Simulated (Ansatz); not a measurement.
# CH7ClFNSi2: two geometries relaxed

Are the two ends of the inversion of the pyramid at N1 separate minima, and which lies lower? Each is relaxed from a guess. SMILES of the start: N[SiH2]C(Cl)[SiH2]F.

All numbers below are computed with Ansatz 0.2.0 (RKS B3LYP/def2-SVP).

## 1. The starting structure

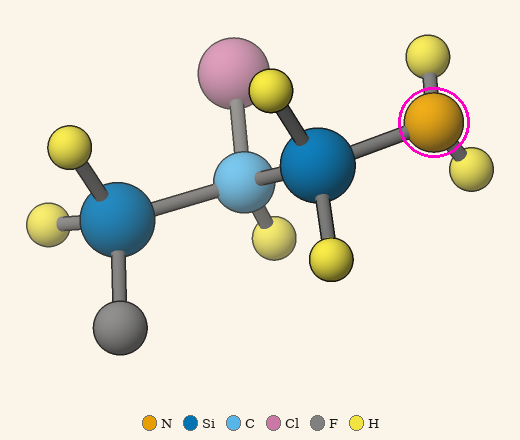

The starting structure, seen from a free direction (nitrogen amber, silicon blue, carbon blue, chlorine pink, fluorine grey, hydrogen yellow). Ringed: N1.

Coordinates:

```xyz
13

N    -1.8906   -0.9532   -1.2781
Si   -0.8280    0.2346   -0.6962
C     0.4799   -0.5199    0.2982
Cl   -0.1245   -1.4687    1.6371
Si    1.4979    0.8618    0.9790
F     2.2596    1.6333   -0.2017
H    -1.4447   -1.5996   -1.8638
H    -2.3200   -1.3992   -0.5201
H    -0.2810    0.9174   -1.8588
H    -1.6363    1.1979    0.1066
H     1.1202   -1.2038   -0.2568
H     0.6989    1.8737    1.7559
H     2.4890    0.3910    1.9134
```

## 2. End point A

The input, input.yaml:

```yaml
crystal:
  periodic: [false, false, false]
  atoms:
    - { symbol: "N", position_ang: [-1.8906, -0.9532, -1.2781] }
    - { symbol: Si, position_ang: [-0.828, 0.2346, -0.6962] }
    - { symbol: C, position_ang: [0.4799, -0.5199, 0.2982] }
    - { symbol: Cl, position_ang: [-0.1245, -1.4687, 1.6371] }
    - { symbol: Si, position_ang: [1.4979, 0.8618, 0.979] }
    - { symbol: F, position_ang: [2.2596, 1.6333, -0.2017] }
    - { symbol: H, position_ang: [-1.4447, -1.5996, -1.8638] }
    - { symbol: H, position_ang: [-2.32, -1.3992, -0.5201] }
    - { symbol: H, position_ang: [-0.281, 0.9174, -1.8588] }
    - { symbol: H, position_ang: [-1.6363, 1.1979, 0.1066] }
    - { symbol: H, position_ang: [1.1202, -1.2038, -0.2568] }
    - { symbol: H, position_ang: [0.6989, 1.8737, 1.7559] }
    - { symbol: H, position_ang: [2.489, 0.391, 1.9134] }
basis:
  gaussian: { orbitals: def2-SVP }
hamiltonian:
  xc: b3lyp
relax:
  f_tol: 0.015
  max_steps: 40
```

Run with:

```console
$ ansatz run input.yaml --threads 2 --pin off --max-ram 3072MiB --backend cpu --events-out ev --progress --plain --runs-dir out
```

Output (excerpt; [...] marks lines left out):

```text
Warning: RAYON_NUM_THREADS=2 ignored (pool sized by the plan → 2); use --threads N
[...]
Functional definition: B3LYP
[...]
1354 factors; integrals over basis functions are off by at most 3.6e-4 eV
[...]
mean field -33625.99762363 eV, -1235.7326201487 hartree, gradient 1.2e-5 eV, S^2 0.000000; 0 other end points of the search recorded, 0 dependent functions left out
[...]
reference -33625.99791257 eV, -1235.7326307669 hartree; 37, 37 occupied and 94, 94 virtual orbitals, 1354 factors
relax step   1: F+E_penalty+E_count = -33625.99762363 eV  Δ(F+E_penalty+E_count) = +0.000e0 eV  max|allowed force component| = 1.672e0 eV/Å  Δτ_max = 0.0000 Å  (27 SCF iters, accepted)
[...]
relax step   3: F+E_penalty+E_count = -33626.61386122 eV  Δ(F+E_penalty+E_count) = -8.831e-2 eV  max|allowed force component| = 2.758e-1 eV/Å  Δτ_max = 0.0942 Å  (27 SCF iters, accepted)
[...]
relax step   5: F+E_penalty+E_count = -33626.63303746 eV  Δ(F+E_penalty+E_count) = -5.227e-3 eV  max|allowed force component| = 1.097e-1 eV/Å  Δτ_max = 0.0378 Å  (26 SCF iters, accepted)
[...]
relax step   7: F+E_penalty+E_count = -33626.63696144 eV  Δ(F+E_penalty+E_count) = -2.671e-3 eV  max|allowed force component| = 7.368e-2 eV/Å  Δτ_max = 0.0293 Å  (27 SCF iters, accepted)
[...]
relax step   9: F+E_penalty+E_count = -33626.63768778 eV  Δ(F+E_penalty+E_count) = -5.258e-4 eV  max|allowed force component| = 1.874e-2 eV/Å  Δτ_max = 0.0245 Å  (26 SCF iters, accepted)
[...]
1354 factors; integrals over basis functions are off by at most 4.2e-4 eV
mean field -33626.63774283 eV, -1235.7561440955 hartree, gradient 1.1e-5 eV, S^2 0.000000; 1 other end points of the search recorded, 0 dependent functions left out
[...]
reference -33626.63804215 eV, -1235.7561550950 hartree; 37, 37 occupied and 94, 94 virtual orbitals, 1354 factors
Total energy: -33626.63804215 eV, -1235.7561550950 hartree
Atom 0 at    -1.969883    -1.064088    -1.311332 Å, force    -0.003550    -0.003689     0.004548 eV/Å
Atom 1 at    -0.904103     0.186280    -0.777005 Å, force    -0.002945    -0.003342    -0.007662 eV/Å
Atom 2 at     0.549128    -0.384765     0.331375 Å, force     0.001726     0.001226     0.005226 eV/Å
Atom 3 at    -0.151285    -1.297108     1.773283 Å, force    -0.001226     0.002182    -0.003819 eV/Å
Atom 4 at     1.644943     0.934120     1.117753 Å, force     0.000005    -0.004721    -0.014314 eV/Å
Atom 5 at     2.332205     1.804175    -0.082341 Å, force    -0.004614    -0.003008     0.008185 eV/Å
Atom 6 at    -1.697019    -1.671503    -2.078174 Å, force    -0.001193     0.002533     0.000914 eV/Å
Atom 7 at    -2.536630    -1.568767    -0.635694 Å, force     0.001326     0.001197    -0.003408 eV/Å
Atom 8 at    -0.295815     0.811074    -1.985994 Å, force     0.004703     0.000906     0.002767 eV/Å
Atom 9 at    -1.676436     1.173815     0.024985 Å, force    -0.000238    -0.001999     0.001918 eV/Å
Atom 10 at     1.170220    -1.113491    -0.215014 Å, force    -0.000564     0.002269     0.000433 eV/Å
Atom 11 at     0.824578     1.854796     1.943605 Å, force     0.007808    -0.001139     0.002001 eV/Å
Atom 12 at     2.730497     0.300762     1.909252 Å, force    -0.001239     0.007585     0.003212 eV/Å
Dipole moment:    -0.110060    -0.379276    -0.119648 e Å
```

Run time: 43 s. Hardware: 2 threads of AMD EPYC 7B13 (Zen 3), shared host; peak memory 0.36 GiB.

Relaxation path:

```csv
step,energy from step 1 (eV),largest force component (eV/Å)
1,0.0000,1.6722
2,-0.5279,0.9483
3,-0.6162,0.2758
4,-0.6302,0.1706
5,-0.6354,0.1097
6,-0.6367,0.1280
7,-0.6393,0.0737
8,-0.6395,0.0344
9,-0.6401,0.0187
10,-0.6401,0.0143
```

Step 1 is the start.

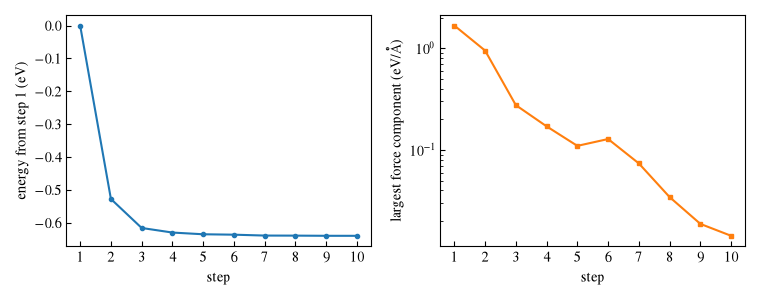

How energy and force went from step to step.

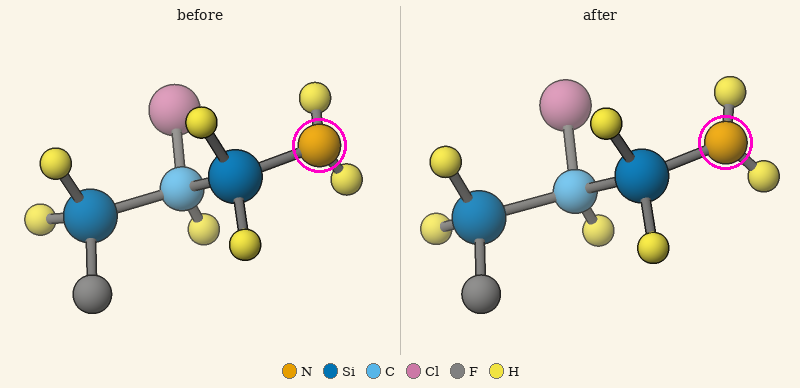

Before and after, at one scale.

After: Bond lengths: N1–Si2 1.728 Å, Si2–C3 1.915 Å, C3–Cl4 1.844 Å, C3–Si5 1.886 Å, Si5–F6 1.634 Å, N1–H7 1.016 Å, N1–H8 1.016 Å, Si2–H9 1.491 Å, Si2–H10 1.488 Å, C3–H11 1.102 Å, Si5–H12 1.484 Å, Si5–H13 1.485 Å. Angles (14 of 21 angles, heavy atoms first): N1–Si2–C3 115.6°, Si2–C3–Cl4 108.2°, Si2–C3–Si5 118.3°, Cl4–C3–Si5 103.9°, C3–Si5–F6 108.1°, N1–Si2–H9 107.7°, N1–Si2–H10 109.1°, C3–Si2–H9 106.5°, C3–Si2–H10 106.2°, Si2–N1–H7 120.0°, Si2–N1–H8 119.9°, Si2–C3–H11 109.7°, Cl4–C3–H11 105.9°, Si5–C3–H11 110.0°.

## 3. End point B

The second end starts from a geometry with the move made by hand.

input.yaml, as its differences from that of step 2:

```diff
@@ -9,4 +9,4 @@
     - { symbol: F, position_ang: [2.2596, 1.6333, -0.2017] }
-    - { symbol: H, position_ang: [-1.4447, -1.5996, -1.8638] }
-    - { symbol: H, position_ang: [-2.32, -1.3992, -0.5201] }
+    - { symbol: H, position_ang: [-1.87532, -1.02264, -2.25516] }
+    - { symbol: H, position_ang: [-2.79337, -0.76497, -0.95031] }
     - { symbol: H, position_ang: [-0.281, 0.9174, -1.8588] }
```

Run with:

```console
$ ansatz run input.yaml --threads 2 --pin off --max-ram 3072MiB --backend cpu --events-out ev --progress --plain --runs-dir out
```

Output:

```text
Warning: RAYON_NUM_THREADS=2 ignored (pool sized by the plan → 2); use --threads N
The last accepted step is kept in <dir> (removed where the run ends without a failure and the disk answers)
Engine: ansatz 0.2.0, x86_64-unknown-linux-gnu
[... 1 set-up line as earlier in the session ...]
  parameter a0 = 0.2
  parameter ax = 0.72
  parameter ac = 0.81
  exchange = (1 - a0 - ax)*slater_x + ax*b88_x + a0*exact_x
  correlation = (1 - ac)*vwn_rpa_c + ac*lyp_c
1352 factors; integrals over basis functions are off by at most 6.0e-4 eV
mean field evaluation 1: about -33616.4785 eV, gradient 6.9e1 eV
mean field evaluation 2: about -33604.9944 eV, gradient 9.8e1 eV
mean field evaluation 4: about -33625.9121 eV, gradient 3.9e0 eV
mean field evaluation 8: about -33625.9612 eV, gradient 3.7e-2 eV
mean field -33625.96115784 eV, -1235.7312800556 hartree, gradient 5.6e-5 eV, S^2 0.000000; 0 other end points of the search recorded, 0 dependent functions left out
the calculation of the forces begins
reference -33625.96144843 eV, -1235.7312907344 hartree; 37, 37 occupied and 94, 94 virtual orbitals, 1352 factors
relax step   1: F+E_penalty+E_count = -33625.96115784 eV  Δ(F+E_penalty+E_count) = +0.000e0 eV  max|allowed force component| = 2.015e0 eV/Å  Δτ_max = 0.0000 Å  (26 SCF iters, accepted)
these checks for a lower state are left out or cut short: starts, cluster_reference, orbital_swaps, neighbouring_geometries, increment
1352 factors; integrals over basis functions are off by at most 7.2e-4 eV
mean field evaluation 16: about -33626.3138 eV, gradient 9.1e0 eV
mean field -33626.46362385 eV, -1235.7497453407 hartree, gradient 1.0e-5 eV, S^2 0.000000; 0 other end points of the search recorded, 0 dependent functions left out
the calculation of the forces begins
reference -33626.46391928 eV, -1235.7497561978 hartree; 37, 37 occupied and 94, 94 virtual orbitals, 1352 factors
relax step   2: F+E_penalty+E_count = -33626.46362385 eV  Δ(F+E_penalty+E_count) = -5.025e-1 eV  max|allowed force component| = 8.914e-1 eV/Å  Δτ_max = 0.1765 Å  (28 SCF iters, accepted)
these checks for a lower state are left out or cut short: starts, cluster_reference, orbital_swaps, neighbouring_geometries, increment
1352 factors; integrals over basis functions are off by at most 7.7e-4 eV
mean field -33626.55296023 eV, -1235.7530283921 hartree, gradient 9.4e-6 eV, S^2 0.000000; 0 other end points of the search recorded, 0 dependent functions left out
the calculation of the forces begins
reference -33626.55325925 eV, -1235.7530393809 hartree; 37, 37 occupied and 94, 94 virtual orbitals, 1352 factors
relax step   3: F+E_penalty+E_count = -33626.55296023 eV  Δ(F+E_penalty+E_count) = -8.934e-2 eV  max|allowed force component| = 3.765e-1 eV/Å  Δτ_max = 0.1013 Å  (29 SCF iters, accepted)
these checks for a lower state are left out or cut short: starts, cluster_reference, orbital_swaps, neighbouring_geometries, increment
1352 factors; integrals over basis functions are off by at most 6.7e-4 eV
mean field evaluation 32: about -33626.5745 eV, gradient 4.4e-1 eV
mean field -33626.57578254 eV, -1235.7538670968 hartree, gradient 2.2e-5 eV, S^2 0.000000; 0 other end points of the search recorded, 0 dependent functions left out
the calculation of the forces begins
reference -33626.57608443 eV, -1235.7538781908 hartree; 37, 37 occupied and 94, 94 virtual orbitals, 1352 factors
relax step   4: F+E_penalty+E_count = -33626.57578254 eV  Δ(F+E_penalty+E_count) = -2.282e-2 eV  max|allowed force component| = 7.311e-1 eV/Å  Δτ_max = 0.2000 Å  (29 SCF iters, accepted)
these checks for a lower state are left out or cut short: starts, cluster_reference, orbital_swaps, neighbouring_geometries, increment
1352 factors; integrals over basis functions are off by at most 5.6e-4 eV
mean field -33626.60833697 eV, -1235.7550634500 hartree, gradient 2.3e-5 eV, S^2 0.000000; 0 other end points of the search recorded, 0 dependent functions left out
the calculation of the forces begins
reference -33626.60863486 eV, -1235.7550743971 hartree; 37, 37 occupied and 94, 94 virtual orbitals, 1352 factors
relax step   5: F+E_penalty+E_count = -33626.60833697 eV  Δ(F+E_penalty+E_count) = -3.255e-2 eV  max|allowed force component| = 2.900e-1 eV/Å  Δτ_max = 0.1999 Å  (29 SCF iters, accepted)
these checks for a lower state are left out or cut short: starts, cluster_reference, orbital_swaps, neighbouring_geometries, increment
1352 factors; integrals over basis functions are off by at most 5.2e-4 eV
mean field -33626.52012552 eV, -1235.7518217390 hartree, gradient 8.3e-6 eV, S^2 0.000000; 0 other end points of the search recorded, 0 dependent functions left out
the calculation of the forces begins
reference -33626.52042733 eV, -1235.7518328300 hartree; 37, 37 occupied and 94, 94 virtual orbitals, 1352 factors
relax step   6: F+E_penalty+E_count = -33626.52012552 eV  Δ(F+E_penalty+E_count) = +8.821e-2 eV  max|allowed force component| = 1.173e0 eV/Å  Δτ_max = 0.2000 Å  (29 SCF iters, rejected (line search))
these checks for a lower state are left out or cut short: starts, cluster_reference, orbital_swaps, neighbouring_geometries, increment
1352 factors; integrals over basis functions are off by at most 5.4e-4 eV
mean field -33626.62866195 eV, -1235.7558103792 hartree, gradient 6.6e-5 eV, S^2 0.000000; 0 other end points of the search recorded, 0 dependent functions left out
the calculation of the forces begins
reference -33626.62896200 eV, -1235.7558214059 hartree; 37, 37 occupied and 94, 94 virtual orbitals, 1352 factors
relax step   7: F+E_penalty+E_count = -33626.62866195 eV  Δ(F+E_penalty+E_count) = -2.032e-2 eV  max|allowed force component| = 1.312e-1 eV/Å  Δτ_max = 0.1000 Å  (26 SCF iters, accepted)
these checks for a lower state are left out or cut short: starts, cluster_reference, orbital_swaps, neighbouring_geometries, increment
1352 factors; integrals over basis functions are off by at most 5.2e-4 eV
mean field -33626.63530793 eV, -1235.7560546143 hartree, gradient 6.4e-5 eV, S^2 0.000000; 0 other end points of the search recorded, 0 dependent functions left out
the calculation of the forces begins
reference -33626.63560866 eV, -1235.7560656661 hartree; 37, 37 occupied and 94, 94 virtual orbitals, 1352 factors
relax step   8: F+E_penalty+E_count = -33626.63530793 eV  Δ(F+E_penalty+E_count) = -6.646e-3 eV  max|allowed force component| = 5.507e-2 eV/Å  Δτ_max = 0.0544 Å  (26 SCF iters, accepted)
these checks for a lower state are left out or cut short: starts, cluster_reference, orbital_swaps, neighbouring_geometries, increment
1352 factors; integrals over basis functions are off by at most 5.1e-4 eV
mean field evaluation 64: about -33626.6369 eV, gradient 2.8e-5 eV
mean field -33626.63686347 eV, -1235.7561117794 hartree, gradient 7.1e-5 eV, S^2 0.000000; 0 other end points of the search recorded, 0 dependent functions left out
the calculation of the forces begins
reference -33626.63716408 eV, -1235.7561228265 hartree; 37, 37 occupied and 94, 94 virtual orbitals, 1352 factors
relax step   9: F+E_penalty+E_count = -33626.63686347 eV  Δ(F+E_penalty+E_count) = -1.556e-3 eV  max|allowed force component| = 1.677e-2 eV/Å  Δτ_max = 0.0359 Å  (26 SCF iters, accepted)
these checks for a lower state are left out or cut short: starts, cluster_reference, orbital_swaps, neighbouring_geometries, increment
1352 factors; integrals over basis functions are off by at most 4.9e-4 eV
mean field -33626.63724666 eV, -1235.7561258614 hartree, gradient 6.2e-5 eV, S^2 0.000000; 0 other end points of the search recorded, 0 dependent functions left out
the calculation of the forces begins
reference -33626.63754646 eV, -1235.7561368789 hartree; 37, 37 occupied and 94, 94 virtual orbitals, 1352 factors
relax step  10: F+E_penalty+E_count = -33626.63724666 eV  Δ(F+E_penalty+E_count) = -3.832e-4 eV  max|allowed force component| = 1.053e-1 eV/Å  Δτ_max = 0.0407 Å  (26 SCF iters, accepted)
these checks for a lower state are left out or cut short: starts, cluster_reference, orbital_swaps, neighbouring_geometries, increment
1352 factors; integrals over basis functions are off by at most 5.0e-4 eV
mean field -33626.63764748 eV, -1235.7561405913 hartree, gradient 1.2e-5 eV, S^2 0.000000; 0 other end points of the search recorded, 0 dependent functions left out
the calculation of the forces begins
reference -33626.63794719 eV, -1235.7561516052 hartree; 37, 37 occupied and 94, 94 virtual orbitals, 1352 factors
relax step  11: F+E_penalty+E_count = -33626.63764748 eV  Δ(F+E_penalty+E_count) = -4.008e-4 eV  max|allowed force component| = 1.335e-2 eV/Å  Δτ_max = 0.0077 Å  (24 SCF iters, accepted)
1352 factors; integrals over basis functions are off by at most 5.0e-4 eV
mean field -33626.63764748 eV, -1235.7561405912 hartree, gradient 1.2e-5 eV, S^2 0.000000; 1 other end points of the search recorded, 0 dependent functions left out
the calculation of the forces begins
reference -33626.63794719 eV, -1235.7561516052 hartree; 37, 37 occupied and 94, 94 virtual orbitals, 1352 factors
Total energy: -33626.63794719 eV, -1235.7561516052 hartree
Atom 0 at    -2.090736    -0.776083    -1.440525 Å, force     0.013351     0.013013    -0.002715 eV/Å
Atom 1 at    -0.961524     0.377045    -0.823494 Å, force    -0.003393    -0.001326    -0.004612 eV/Å
Atom 2 at     0.445063    -0.341731     0.258630 Å, force     0.009103     0.009499    -0.000204 eV/Å
Atom 3 at    -0.324346    -1.268330     1.654393 Å, force     0.000901    -0.002576     0.004515 eV/Å
Atom 4 at     1.630375     0.860859     1.100230 Å, force    -0.010045    -0.001895    -0.002823 eV/Å
Atom 5 at     2.391873     1.717307    -0.063896 Å, force     0.000102     0.000330     0.002850 eV/Å
Atom 6 at    -1.846937    -1.344602    -2.245828 Å, force    -0.001405    -0.002240    -0.002033 eV/Å
Atom 7 at    -2.690076    -1.291346    -0.802663 Å, force    -0.007904    -0.004732     0.008067 eV/Å
Atom 8 at    -0.305917     1.038004    -1.987845 Å, force     0.000617    -0.002302     0.000841 eV/Å
Atom 9 at    -1.683411     1.357143     0.032810 Å, force    -0.000801    -0.001403    -0.001135 eV/Å
Atom 10 at     1.017214    -1.084897    -0.320644 Å, force    -0.002215    -0.005274    -0.001490 eV/Å
Atom 11 at     0.877465     1.812361     1.954970 Å, force     0.000949    -0.001684     0.000601 eV/Å
Atom 12 at     2.657365     0.120761     1.876991 Å, force     0.000739     0.000591    -0.001860 eV/Å
Dipole moment:    -0.134159    -0.362523    -0.142619 e Å
```

It took 49 s on 2 threads of AMD EPYC 7B13 (Zen 3), shared host; peak memory 0.36 GiB.

Step by step:

```csv
step,energy from step 1 (eV),largest force component (eV/Å)
1,0.0000,2.0149
2,-0.5025,0.8914
3,-0.5918,0.3765
4,-0.6146,0.7311
5,-0.6472,0.2900
6x,-0.5590,1.1730
7,-0.6675,0.1312
8,-0.6741,0.0551
9,-0.6757,0.0168
10,-0.6761,0.1053
11,-0.6765,0.0134
```

Step 1 is the start. 1 step was tried and not accepted (marked x).

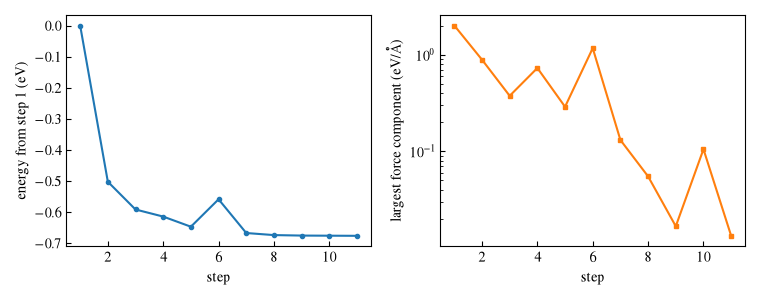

Energy and largest force along the relaxation.

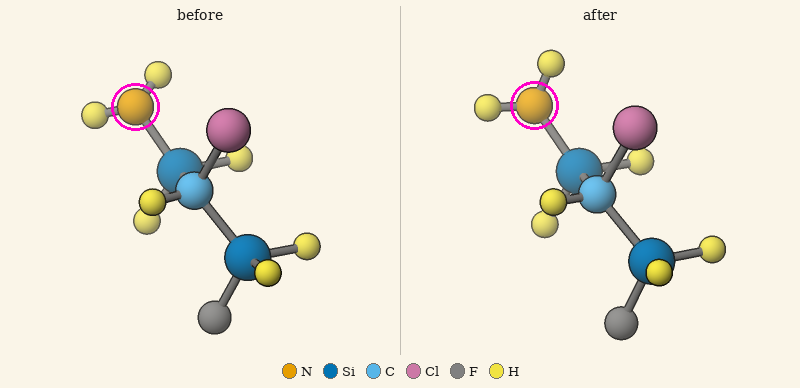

The structure before (left) and after (right), drawn at the same scale.

After: Bond lengths: N1–Si2 1.728 Å, Si2–C3 1.915 Å, C3–Cl4 1.844 Å, C3–Si5 1.887 Å, Si5–F6 1.634 Å, N1–H7 1.015 Å, N1–H8 1.016 Å, Si2–H9 1.491 Å, Si2–H10 1.488 Å, C3–H11 1.102 Å, Si5–H12 1.484 Å, Si5–H13 1.485 Å. Angles (14 of 21 angles, heavy atoms first): N1–Si2–C3 115.6°, Si2–C3–Cl4 108.1°, Si2–C3–Si5 118.3°, Cl4–C3–Si5 104.2°, C3–Si5–F6 108.0°, N1–Si2–H9 107.7°, N1–Si2–H10 109.1°, C3–Si2–H9 106.5°, C3–Si2–H10 106.2°, Si2–N1–H7 120.0°, Si2–N1–H8 120.0°, Si2–C3–H11 109.7°, Cl4–C3–H11 106.0°, Si5–C3–H11 109.8°.

## 4. Results

```
                           quantity                    value
                              end A  9 moves, 0.640 eV lower
                              end B  9 moves, 0.676 eV lower
largest difference between the ends                   0.03 Å
            end B relative to end A                +0.000 eV
```

The two relaxations end at one structure, within 0.03 Å: no second minimum was found from this start, which doesn't rule one out.
